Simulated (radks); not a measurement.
**The Coulomb parameter U of the 4d shell of Ru**

Aim: U as the second difference [E(n + 0.5) + E(n − 0.5) − 2E(n)]/0.5², with all orbitals relaxed. Bare: the atom's charge changes with n. Screened: the 5s shell takes up the change. The start is a model configuration, not necessarily the ground state.

Program: radks (a radial shooting solver on a logarithmic mesh, Libxc functionals) version 1. Level of theory: scalar-relativistic Kohn-Sham, BLYP, spin-unpolarised, spherical densities, point nucleus. These are calculated values, not measurements, unless marked.

### 1 The atom as given

```
element       : ruthenium (Z = 44)
charge        : 0
electrons     : 44
configuration : [Kr] 4d7 5s1
```

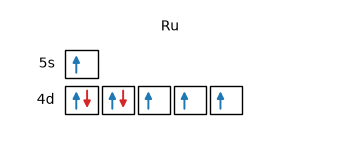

Occupation of the outer shells (arrows by Hund's rule).

In the logs a row gives level, spin channel, occupation and eigenvalue; Etot, Ekin, Encl (electron-nucleus), Eh (Hartree) and Exc are energies, all in hartree; err is the last residual, it the number of iterations.

### 2 Start: [Kr] 4d7 5s1

Input:

```text
Z 44
configuration [Kr] 4d7 5s1
relativity scalar-relativistic
functional b88,lyp
spin unpolarised
nucleus point
c 137.035999084
```

The program printed:

```text
1s      1   2.0000        -806.33788933
2s      1   2.0000        -115.93328344
2p      1   6.0000        -103.84228291
3s      1   2.0000         -20.40307571
3p      1   6.0000         -16.43091240
3d      1  10.0000         -10.03615754
4s      1   2.0000          -2.80322127
4p      1   6.0000          -1.70125974
4d      1   7.0000          -0.18698805
5s      1   1.0000          -0.15587188
Etot -4531.3065140686895
Ekin 4686.0549672239795
Encl -10930.301635377931
Eh 1846.8586229392681
Exc -133.91846885400568
err 8.249282594938324e-09
it 13
```

Highest occupied level: 5s at -4.241 eV.

Sizes of the orbitals, from the radial functions (bohr):

```
level  occupation  energy (eV)     <r>  outermost maximum (interpolated)  90 % within  nodes
   2p           6      -2825.7  0.1269                            0.0982        0.207      0
   3s           2      -555.20  0.4028                             0.362        0.594      2
   3p           6      -447.11  0.4031                             0.355        0.608      1
   3d          10      -273.10  0.3842                             0.301        0.611      0
   4s           2      -76.280   1.018                             0.913         1.48      3
   4p           6      -46.294   1.128                             0.982         1.67      2
   4d           7       -5.088   1.709                              1.21         2.82      1
   5s           1       -4.241   3.390                              2.73         5.16      4
```

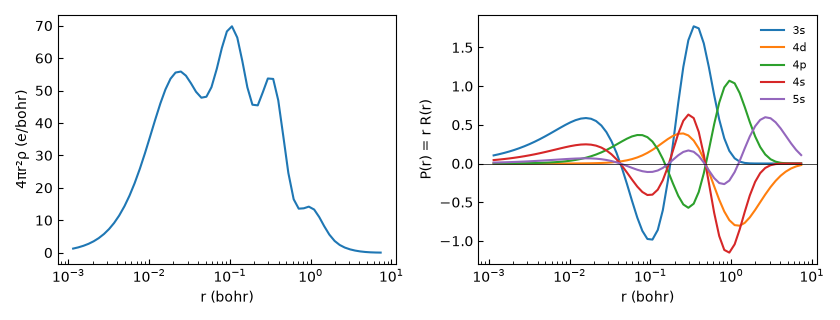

Left: shells in the radial density. Right: radial functions of the outer levels.

### 3 Bare +0.5: [Kr] 4d7.5 5s1

Input:

```text
Z 44
configuration [Kr] 4d7.5 5s1
relativity scalar-relativistic
functional b88,lyp
spin unpolarised
nucleus point
c 137.035999084
```

The program printed:

```text
1s      1   2.0000        -806.17615368
2s      1   2.0000        -115.76993980
2p      1   6.0000        -103.67907056
3s      1   2.0000         -20.23976119
3p      1   6.0000         -16.26759279
3d      1  10.0000          -9.87274193
4s      1   2.0000          -2.64105681
4p      1   6.0000          -1.54043846
4d      1   7.5000          -0.03738703
5s      1   1.0000          -0.04230642
Etot -4531.361298824348
Ekin 4686.099579797942
Encl -10937.368159236496
Eh 1853.953174637615
Exc -134.04589402340963
err 1.4074523267327648e-09
it 15
```

Energy against step 2 (start: [Kr] 4d7 5s1): -1.491 eV. The top filled level is 4d, -1.017 eV.

### 4 Bare -0.5: [Kr] 4d6.5 5s1

Input:

```text
Z 44
configuration [Kr] 4d6.5 5s1
relativity scalar-relativistic
functional b88,lyp
spin unpolarised
nucleus point
c 137.035999084
```

The program printed:

```text
1s      1   2.0000        -806.53207489
2s      1   2.0000        -116.12959867
2p      1   6.0000        -104.03843525
3s      1   2.0000         -20.59888783
3p      1   6.0000         -16.62672847
3d      1  10.0000         -10.23214400
4s      1   2.0000          -2.99600591
4p      1   6.0000          -1.89194243
4d      1   6.5000          -0.36354506
5s      1   1.0000          -0.28805643
Etot -4531.169837289207
Ekin 4685.931506241933
Encl -10921.817474884054
Eh 1838.4725889975273
Exc -133.7564576446131
err 6.683210691533804e-09
it 14
```

Energy against step 2 (start: [Kr] 4d7 5s1): +3.719 eV. The top filled level is 5s, -7.838 eV.

### 5 Screened +0.5: [Kr] 4d7.5 5s0.5

Input:

```text
Z 44
configuration [Kr] 4d7.5 5s0.5
relativity scalar-relativistic
functional b88,lyp
spin unpolarised
nucleus point
c 137.035999084
```

The program printed:

```text
1s      1   2.0000        -806.28540117
2s      1   2.0000        -115.87762864
2p      1   6.0000        -103.78685658
3s      1   2.0000         -20.34800854
3p      1   6.0000         -16.37583580
3d      1  10.0000          -9.98084769
4s      1   2.0000          -2.75105032
4p      1   6.0000          -1.65118146
4d      1   7.5000          -0.14851501
5s      1   0.5000          -0.14105761
Etot -4531.316054378674
Ekin 4686.048750207849
Encl -10932.494130067358
Eh 1849.1190584432043
Exc -133.98973296236926
err 5.181874628399035e-09
it 15
```

E − E(step 2, start: [Kr] 4d7 5s1) = -0.260 eV. 5s is the highest filled level (-3.838 eV).

### 6 Screened -0.5: [Kr] 4d6.5 5s1.5

Input:

```text
Z 44
configuration [Kr] 4d6.5 5s1.5
relativity scalar-relativistic
functional b88,lyp
spin unpolarised
nucleus point
c 137.035999084
```

The program printed:

```text
1s      1   2.0000        -806.39678386
2s      1   2.0000        -115.99587152
2p      1   6.0000        -103.90461329
3s      1   2.0000         -20.46471611
3p      1   6.0000         -16.49256250
3d      1  10.0000         -10.09810307
4s      1   2.0000          -2.86076338
4p      1   6.0000          -1.75632208
4d      1   6.5000          -0.22952289
5s      1   1.5000          -0.17164542
Etot -4531.284357830428
Ekin 4686.05078138029
Encl -10927.847120025144
Eh 1844.3511767660411
Exc -133.83919595161476
err 3.977429754400777e-09
it 13
```

Energy against step 2 (start: [Kr] 4d7 5s1): +0.603 eV. 5s is the highest filled level (-4.671 eV).

### 7 All runs together

| quantity | value (eV) |
| --- | --- |
| U, bare | 8.914 |
| U, screened by 5s | 1.373 |
| F0(4d,4d), frozen orbitals | 14.677 |

What this shows: Relaxing the orbitals brings U down to 61 % of the Slater integral F0. Letting 5s compensate leaves 15 % of the bare value; this second difference measures U(4d,4d) + U(5s,5s) − 2U(4d,5s). The step up makes a negative ion, whose loosely bound charge lowers the bare value. A solid screens further than the bare atom, so the bare value is an upper guide for the U of a crystal.
